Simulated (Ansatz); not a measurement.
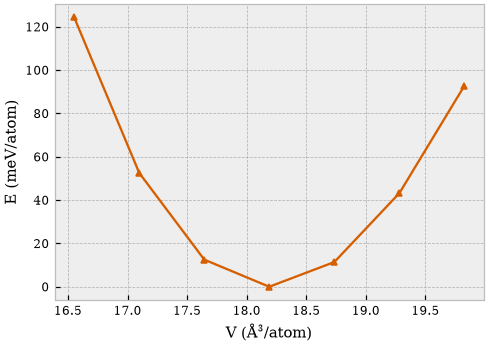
HfW$_{2}$ (cubic Laves (MgCu2 type), Fd-3m) under volume change, r²SCAN (plane waves, PAW; program Ansatz), scaled uniformly.

Task: What does a third-order Birch–Murnaghan fit give for V₀, B₀ and B′?

Result: V₀ = 18.19 Å³/atom, B₀ = 232 GPa, B′ = 3.9.

The workflow started from an entry of the Crystallography Open Database (COD). Its standing as an ambient phase is unchecked. Symmetry was held in the r²SCAN relaxation; whether a distortion lowers the energy is not shown. The run is not spin-polarised. Spin–orbit coupling is left out wherever it is not named.

Potentials: the later of the program's two PAW sets.
